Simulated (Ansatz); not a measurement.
# Nudged elastic band of SnH5OF

The run: nudged elastic band of SnH5OF. Method and program: RKS PBE0-D4/def2-SVP (Ansatz 0.2.0).

It belongs to a series of runs on one base structure; here: band between the two ends. Figures and captions count atoms from 1; the log counts them from 0 in places.

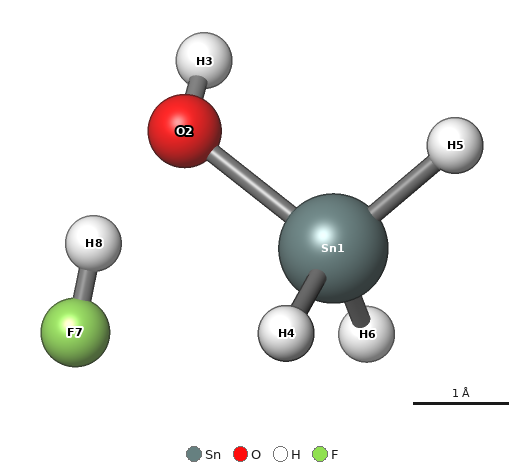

Fig. 1: The input geometry (ball-and-stick view, seen at a tilt; atoms are numbered from 1 in the order of the input). Sticks mark near contacts. Bond lengths as drawn: F–H 0.96 Å, H–O 0.96 Å, H–Sn 1.70 to 1.72 Å and O–Sn 2.03 Å.

The input:
```yaml
crystal:
  periodic: [false, false, false]
  atoms:
    - { symbol: Sn, position_ang: [-0.091867, 0.075973, -0.095354] }
    - { symbol: O, position_ang: [0.057231, -0.120115, 1.920332] }
    - { symbol: H, position_ang: [-0.772026, -0.013186, 2.399603] }
    - { symbol: H, position_ang: [1.509174, 0.304197, -0.610867] }
    - { symbol: H, position_ang: [-1.047018, 1.491015, -0.286712] }
    - { symbol: H, position_ang: [-0.893454, -1.290908, -0.726523] }
    - { symbol: F, position_ang: [1.329978, -2.118947, 1.305395] }
    - { symbol: H, position_ang: [0.872579, -1.452629, 1.818427] }
basis:
  gaussian: { orbitals: def2-SVP }
hamiltonian:
  xc: pbe0
  dispersion: d4
neb:
  order_check: false
  images: 5
  f_tol: 0.05
  max_iterations: 60
  spring: { min: 2.0, max: 10.0 }
  final_atoms:
    - { symbol: Sn, position_ang: [0.31141745, -0.11917748, -0.33147365] }
    - { symbol: O, position_ang: [-0.52166237, -0.35227556, 2.36924387] }
    - { symbol: H, position_ang: [-1.05472701, -1.14353544, 2.50483465] }
    - { symbol: H, position_ang: [1.27586169, -0.21524932, -1.75076614] }
    - { symbol: H, position_ang: [0.06861032, 1.4944327, 0.14822463] }
    - { symbol: H, position_ang: [-1.05643053, -1.12777704, -0.47562803] }
    - { symbol: F, position_ang: [1.55244151, -0.96780475, 0.95293165] }
    - { symbol: H, position_ang: [0.38908594, -0.6932131, 2.30693402] }
  initial_path:
    images:
      - { positions_ang: [[-0.091867, 0.075973, -0.095354], [0.057231, -0.120115, 1.920332], [-0.772026, -0.013186, 2.399603], [1.509174, 0.304197, -0.610867], [-1.047018, 1.491015, -0.286712], [-0.893454, -1.290908, -0.726523], [1.329978, -2.118947, 1.305395], [0.872579, -1.452629, 1.818427]] }
      - { positions_ang: [[-0.06607536, 0.05410918, -0.060776], [0.04607822, -0.08876776, 2.05281311], [-0.80737808, -0.11518369, 2.48816193], [1.54493171, 0.21317192, -0.60653387], [-0.98238585, 1.47178369, -0.36941286], [-0.87356768, -1.32922346, -0.67766615], [1.2669739, -1.98331604, 1.08573825], [0.83602014, -1.34717384, 1.81197659]] }
      - { positions_ang: [[-0.04028371, 0.03224537, -0.026198], [0.03492545, -0.05742052, 2.18529423], [-0.84273016, -0.21718138, 2.57672085], [1.58068943, 0.12214683, -0.60220073], [-0.9177537, 1.45255238, -0.45211372], [-0.85368137, -1.36753891, -0.6288093], [1.2039698, -1.84768508, 0.86608151], [0.79946127, -1.24171869, 1.80552617]] }
      - { positions_ang: [[-0.01449207, 0.01038155, 0.00838], [0.02377267, -0.02607328, 2.31777534], [-0.87808225, -0.31917907, 2.66527978], [1.61644714, 0.03112175, -0.5978676], [-0.85312155, 1.43332108, -0.53481458], [-0.83379505, -1.40585437, -0.57995246], [1.14096569, -1.71205412, 0.64642476], [0.76290241, -1.13626353, 1.79907576]] }
      - { positions_ang: [[0.09414444, -0.03280479, -0.10490455], [-0.15803901, -0.13480737, 2.33493152], [-0.93696383, -0.59396453, 2.61179807], [1.50291866, -0.05100194, -0.98216711], [-0.54587759, 1.45369162, -0.30713484], [-0.90800688, -1.31316193, -0.54517765], [1.2781243, -1.463971, 0.74859373], [0.63829692, -0.98858006, 1.96836184]] }
      - { positions_ang: [[0.20278095, -0.07599114, -0.2181891], [-0.33985069, -0.24354147, 2.35208769], [-0.99584542, -0.86874998, 2.55831636], [1.38939017, -0.13312563, -1.36646663], [-0.23863363, 1.47406216, -0.07945511], [-0.98221871, -1.22046949, -0.51040284], [1.4152829, -1.21588787, 0.85076269], [0.51369143, -0.84089658, 2.13764793]] }
      - { positions_ang: [[0.31141745, -0.11917748, -0.33147365], [-0.52166237, -0.35227556, 2.36924387], [-1.05472701, -1.14353544, 2.50483465], [1.27586169, -0.21524932, -1.75076614], [0.06861032, 1.4944327, 0.14822463], [-1.05643053, -1.12777704, -0.47562803], [1.55244151, -0.96780475, 0.95293165], [0.38908594, -0.6932131, 2.30693402]] }
```

Machine: 1 thread of Arm Neoverse V2, 24 GiB of memory available, shared host.

Command:
```bash
ansatz run input.yaml --threads 1 --pin off --max-ram 2048MiB --backend cpu --events-out ev --progress --plain --runs-dir out
```

Output:
```
Engine: ansatz 0.2.0, aarch64-unknown-linux-gnu
Functional definition: PBE0
  parameter a = 0.25
  parameter kappa = 0.804
  parameter beta = 0.06672455060314922
  exchange = (1 - a)*pbe_x(kappa = kappa, mu = beta*pi^2/3) + a*exact_x
  correlation = pbe_c(beta = beta)
921 factors; integrals over basis functions are off by at most 3.5e-4 eV
mean field evaluation 1: about -10663.3715 eV, gradient 5.2e1 eV
mean field evaluation 2: about -10654.0147 eV, gradient 8.7e1 eV
mean field evaluation 4: about -10667.9765 eV, gradient 3.8e0 eV
mean field evaluation 8: about -10668.0188 eV, gradient 5.7e-2 eV
mean field -10668.01877723 eV, -392.0424590204 hartree, gradient 7.1e-5 eV, S^2 0.000000; 0 other end points of the search recorded, 0 dependent functions left out
the calculation of the forces begins
reference -10668.01880499 eV, -392.0424600405 hartree; 22, 22 occupied and 57, 57 virtual orbitals, 921 factors
921 factors; integrals over basis functions are off by at most 1.3e-3 eV
mean field evaluation 16: about -10663.6849 eV, gradient 5.2e1 eV
mean field -10668.29361741 eV, -392.0525592106 hartree, gradient 1.2e-5 eV, S^2 0.000000; 0 other end points of the search recorded, 0 dependent functions left out
[... from here on the field's lines of each further geometry are left out, up to the last ...]
NEB iter   1: max|band force component| = 4.573e0 eV/Å  barrier→ = 1.9407 eV  barrier← = 2.2138 eV  Δτ_max = 0.2000 Å  (171 SCF iters)
NEB iter   2: max|band force component| = 2.947e0 eV/Å  barrier→ = 1.2515 eV  barrier← = 1.5246 eV  Δτ_max = 0.2000 Å  (143 SCF iters)
NEB iter   3: max|band force component| = 1.037e0 eV/Å  barrier→ = 0.4208 eV  barrier← = 0.6939 eV  Δτ_max = 0.1999 Å  (140 SCF iters)
NEB iter   4: max|band force component| = 5.231e-1 eV/Å  barrier→ = 0.2829 eV  barrier← = 0.5560 eV  Δτ_max = 0.1313 Å  (145 SCF iters)
NEB iter   5: max|band force component| = 9.558e-1 eV/Å  barrier→ = 0.2758 eV  barrier← = 0.5489 eV  Δτ_max = 0.0653 Å  (146 SCF iters)
NEB iter   6: max|band force component| = 3.860e-1 eV/Å  barrier→ = 0.2656 eV  barrier← = 0.5387 eV  CI = image 2  Δτ_max = 0.0833 Å  (148 SCF iters)
NEB iter   7: max|band force component| = 3.027e-1 eV/Å  barrier→ = 0.2775 eV  barrier← = 0.5506 eV  CI = image 2  Δτ_max = 0.1035 Å  (147 SCF iters)
NEB iter   8: max|band force component| = 3.098e-1 eV/Å  barrier→ = 0.2753 eV  barrier← = 0.5484 eV  CI = image 2  Δτ_max = 0.0472 Å  (146 SCF iters)
NEB iter   9: max|band force component| = 1.914e-1 eV/Å  barrier→ = 0.2746 eV  barrier← = 0.5477 eV  CI = image 2  Δτ_max = 0.0522 Å  (143 SCF iters)
NEB iter  10: max|band force component| = 9.398e-2 eV/Å  barrier→ = 0.2738 eV  barrier← = 0.5469 eV  CI = image 2  Δτ_max = 0.1029 Å  (148 SCF iters)
NEB iter  11: max|band force component| = 1.448e-1 eV/Å  barrier→ = 0.2736 eV  barrier← = 0.5467 eV  CI = image 2  Δτ_max = 0.0522 Å  (147 SCF iters)
NEB iter  12: max|band force component| = 1.363e-1 eV/Å  barrier→ = 0.2734 eV  barrier← = 0.5465 eV  CI = image 2  Δτ_max = 0.0519 Å  (129 SCF iters)
NEB iter  13: max|band force component| = 1.325e-1 eV/Å  barrier→ = 0.2733 eV  barrier← = 0.5464 eV  CI = image 2  Δτ_max = 0.0092 Å  (135 SCF iters)
NEB iter  14: max|band force component| = 1.026e-1 eV/Å  barrier→ = 0.2732 eV  barrier← = 0.5463 eV  CI = image 2  Δτ_max = 0.0261 Å  (111 SCF iters)
NEB iter  15: max|band force component| = 9.034e-2 eV/Å  barrier→ = 0.2732 eV  barrier← = 0.5463 eV  CI = image 2  Δτ_max = 0.0101 Å  (124 SCF iters)
the calculation of the forces begins
reference -10668.14747630 eV, -392.0471886239 hartree; 22, 22 occupied and 57, 57 virtual orbitals, 921 factors
921 factors; integrals over basis functions are off by at most 6.3e-4 eV
mean field -10667.74434284 eV, -392.0323737425 hartree, gradient 3.4e-5 eV, S^2 0.000000; 1 other end points of the search recorded, 0 dependent functions left out
the calculation of the forces begins
reference -10667.74437093 eV, -392.0323747749 hartree; 22, 22 occupied and 57, 57 virtual orbitals, 921 factors
NEB iter  16: max|band force component| = 1.720e-2 eV/Å  barrier→ = 0.2732 eV  barrier← = 0.5463 eV  CI = image 2  Δτ_max = 0.0000 Å  (238 SCF iters)
```

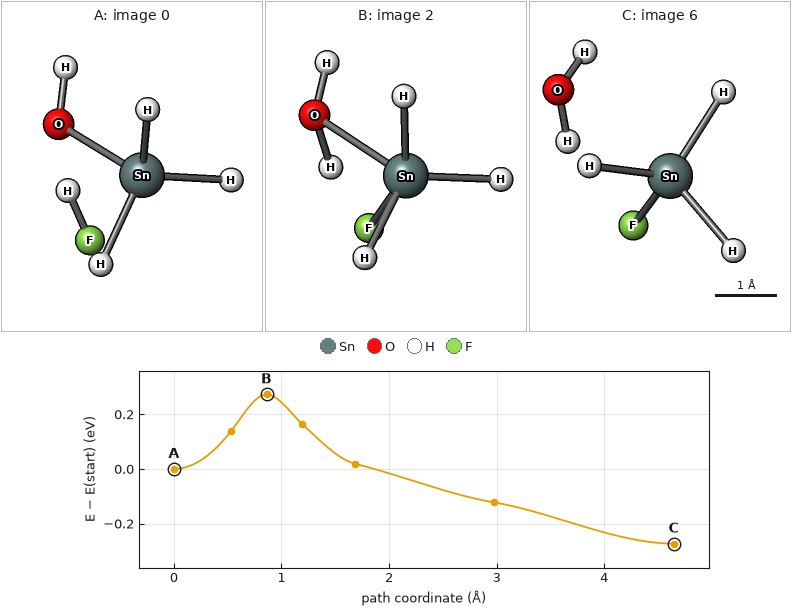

Fig. 2: Images of the last band (counted from 0; ball-and-stick, seen at a tilt) above the energy along the path; the line is a cubic interpolation that uses the forces. The highest image is number 2, 0.273 eV above the start and 0.546 eV above the end (the climbing image); the end lies 0.273 eV below the start. The path is 4.65 Å long. The band converged in 16 iterations.

```
Total energy: -10667.84076202 eV, -392.0359170822 hartree
Atom 0 at     0.065667    -0.148869    -0.111584 Å, force     0.001839    -0.001054    -0.001034 eV/Å
Atom 1 at     0.126180    -0.076535     2.066792 Å, force     0.000233     0.003651    -0.000928 eV/Å
Atom 2 at    -0.715265    -0.118295     2.535612 Å, force     0.000105    -0.002399    -0.000270 eV/Å
Atom 3 at     1.599354     0.250370    -0.730261 Å, force    -0.000957    -0.000406     0.000250 eV/Å
Atom 4 at    -0.925744     1.274623    -0.114670 Å, force    -0.000572     0.001214     0.000452 eV/Å
Atom 5 at    -0.861402    -1.388954    -0.833767 Å, force     0.000624    -0.000041     0.000929 eV/Å
Atom 6 at     1.049431    -1.829668     1.034041 Å, force    -0.000851     0.000265    -0.001057 eV/Å
Atom 7 at     0.626376    -1.087272     1.878138 Å, force    -0.000420    -0.001231     0.001658 eV/Å
Dipole moment:    -0.432661     0.234815     0.021657 e Å
this run last wrote the band of iteration 16 to [file]
```

The last band as extended XYZ (Å, eV, eV/Å):
```
8
Properties=species:S:1:pos:R:3:forces:R:3 image=0 energy=-10668.11390
Sn   -0.0919    0.0760   -0.0954   -0.0028   0.0075  -0.0072
O     0.0572   -0.1201    1.9203   -0.0069   0.0072   0.0201
H    -0.7720   -0.0132    2.3996    0.0161  -0.0088  -0.0160
H     1.5092    0.3042   -0.6109   -0.0011   0.0036   0.0050
H    -1.0470    1.4910   -0.2867   -0.0033   0.0000  -0.0069
H    -0.8935   -1.2909   -0.7265    0.0008  -0.0014   0.0057
F     1.3300   -2.1189    1.3054    0.0005  -0.0176  -0.0044
H     0.8726   -1.4526    1.8184   -0.0033   0.0095   0.0036
8
Properties=species:S:1:pos:R:3:forces:R:3 image=1 energy=-10667.97350
Sn    0.0039   -0.0563   -0.0795   -0.1015   0.1456   0.0475
O     0.0977   -0.0692    2.0099   -0.0426   0.0229  -0.0947
H    -0.7401   -0.0765    2.4866   -0.0382   0.0912  -0.0836
H     1.5683    0.2605   -0.6743   -0.0501  -0.0066   0.0861
H    -0.9785    1.3494   -0.1685   -0.0788   0.1235  -0.1039
H    -0.8448   -1.3656   -0.7805    0.0210   0.0298   0.1004
F     1.1223   -1.9127    1.1270    0.1137  -0.1426   0.1672
H     0.7358   -1.2541    1.8037    0.1766  -0.2639  -0.1190
8
Properties=species:S:1:pos:R:3:forces:R:3 image=2 energy=-10667.84073
Sn    0.0657   -0.1489   -0.1116    0.0018  -0.0011  -0.0010
O     0.1262   -0.0765    2.0668    0.0002   0.0037  -0.0009
H    -0.7153   -0.1183    2.5356    0.0001  -0.0024  -0.0003
H     1.5994    0.2504   -0.7303   -0.0010  -0.0004   0.0003
H    -0.9257    1.2746   -0.1147   -0.0006   0.0012   0.0005
H    -0.8614   -1.3890   -0.8338    0.0006   0.0000   0.0009
F     1.0494   -1.8297    1.0340   -0.0009   0.0003  -0.0011
H     0.6264   -1.0873    1.8781   -0.0004  -0.0012   0.0017
8
Properties=species:S:1:pos:R:3:forces:R:3 image=3 energy=-10667.95000
Sn    0.1144   -0.2308   -0.1656    0.0589  -0.0970  -0.0637
O     0.1411   -0.0460    2.1479    0.0142   0.0254   0.1072
H    -0.7150   -0.1303    2.5826   -0.0015  -0.0185   0.0569
H     1.6156    0.2518   -0.8071    0.0218   0.0117  -0.0915
H    -0.8830    1.1928   -0.0483    0.0484  -0.0982   0.0876
H    -0.8721   -1.3970   -0.9341   -0.0117  -0.0075  -0.1283
F     1.0023   -1.7986    0.9162   -0.0563   0.0388  -0.1487
H     0.5613   -0.9666    2.0326   -0.0739   0.1453   0.1805
8
Properties=species:S:1:pos:R:3:forces:R:3 image=4 energy=-10668.09425
Sn    0.1304   -0.2836   -0.2630    0.0242  -0.0382  -0.0512
O     0.1944    0.0001    2.3001    0.0248   0.0526   0.0750
H    -0.6882   -0.1074    2.6729    0.0240   0.0216   0.0466
H     1.6206    0.2877   -0.8643   -0.0007   0.0065  -0.0407
H    -0.9003    1.0480    0.0930   -0.0181  -0.0830   0.0641
H    -0.7979   -1.3491   -1.2326    0.0330   0.0117  -0.1471
F     0.8565   -1.8108    0.8359   -0.0793  -0.0140  -0.0306
H     0.5491   -0.9094    2.1824   -0.0080   0.0426   0.0839
8
Properties=species:S:1:pos:R:3:forces:R:3 image=5 energy=-10668.23611
Sn    0.2486   -0.2565   -0.5284    0.0072   0.0044  -0.0202
O    -0.1701   -0.0534    2.6663   -0.0267  -0.0078   0.0292
H    -0.8894   -0.5727    3.0375   -0.0194  -0.0306   0.0324
H     1.5955    0.1059   -1.5142   -0.0061  -0.0179  -0.0488
H    -0.4435    1.1171    0.1906    0.0410  -0.0045   0.0014
H    -0.8910   -1.3017   -1.2542   -0.0045   0.0031  -0.0017
F     1.0764   -1.4400    0.8161    0.0163   0.0318  -0.0054
H     0.4381   -0.7233    2.3105   -0.0078   0.0214   0.0130
8
Properties=species:S:1:pos:R:3:forces:R:3 image=6 energy=-10668.38700
Sn    0.3114   -0.1192   -0.3315    0.0008   0.0289  -0.0075
O    -0.5217   -0.3523    2.3692   -0.0001  -0.0100  -0.0146
H    -1.0547   -1.1435    2.5048    0.0000   0.0036   0.0076
H     1.2759   -0.2152   -1.7508    0.0004  -0.0048  -0.0019
H     0.0686    1.4944    0.1482   -0.0032  -0.0007  -0.0030
H    -1.0564   -1.1278   -0.4756   -0.0087  -0.0060   0.0025
F     1.5524   -0.9678    0.9529    0.0124  -0.0107   0.0104
H     0.3891   -0.6932    2.3069   -0.0016  -0.0003   0.0064
```

Key numbers:

| quantity | value |
| --- | --- |
| outcome | converged |
| barrier, forward | 0.273 eV |
| barrier, backward | 0.546 eV |
| wall time | 4.1 min |
| peak memory | 0.15 GiB |

Notes:

The order of the saddle point was not checked.
